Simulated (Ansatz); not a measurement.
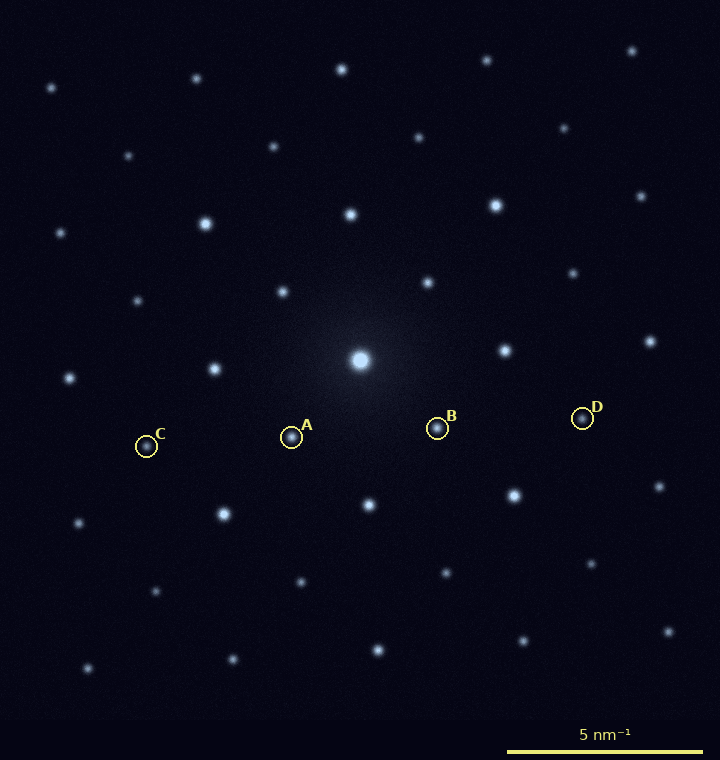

The pattern is a kinematic simulation for 120 kV electrons (no multiple scattering; isotropic B = 0.8 Å²). The zone axis points towards the electron source and the pattern is seen from the source side.

The sample is Be3SbN, space group Pm-3m (No. 221), a = 3.788 Å. Structure: the end point of a relaxation with Ansatz, DFT PBE, scalar-relativistic, plane waves, PAW; the starting structure was generated, so it need not be a known form of this composition.

```
atom  site  symmetry       x       y       z
  Be    3c    4/mm.m  0.0000  0.5000  0.5000
  Sb    1a      m-3m  0.0000  0.0000  0.0000
   N    1b      m-3m  0.5000  0.5000  0.5000
```

Spot A is indexed -1 0 0 and spot B 0 -1 0.

> Index the other marked spots.

C = 2A − B = -2 1 0 (d = 1.694 Å). D = −A + 2B = 1 -2 0 (d = 1.694 Å).

> Which zone axis is this?

The cross product of A and B is parallel to [001]; every spot obeys hu + kv + lw = 0.

> What are the spacings of A and B and the angle between them?

d(A) = 3.788 Å, d(B) = 3.788 Å, and the angle is 90.0°.
